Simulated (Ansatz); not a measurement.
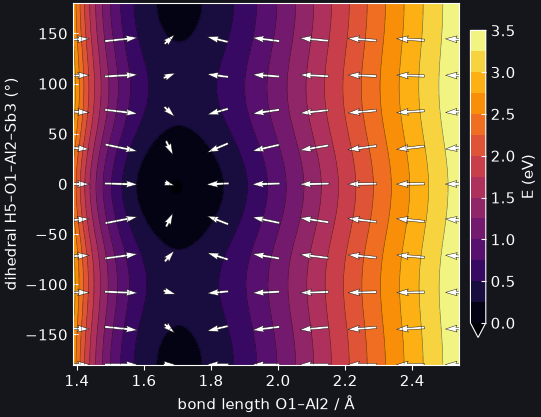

Energy landscape of AlClH₃OSb, SMILES [OH][AlH][SbH][Cl]. First axis: bond length O1–Al2. Second axis: dihedral H5–O1–Al2–Sb3. Nothing is relaxed (all other coordinates rigid). The grid has 9 × 10 points. Points are written as (first, second). Energies: eV, counted from the lowest grid point. The reference is spin-restricted, which grows unreliable where a bond is stretched far. Method: RKS CAM-B3LYP-D4/def2-SVP in Ansatz 0.2.0.

The picture shows filled contours, arrows along the force (downhill), their lengths compressed. Between grid points the surface is interpolated. 

What does the map say about the system?

Answer. The lowest grid point is at (1.676 Å, 0°). There is a further well near (1.676 Å, −180°) (0.19 eV above the lowest at that grid point). The highest grid point, (2.539 Å, 108°), lies 3.49 eV above the lowest. On the interpolated surface the easiest way out of the lowest well to the well at (1.676 Å, −180°) passes a barrier of about 0.34 eV. Round the minimum the two coordinates are nearly uncoupled.

Time for the 90 points that were run: 17 min on 1 thread of Arm Neoverse N1, with other jobs on the host.
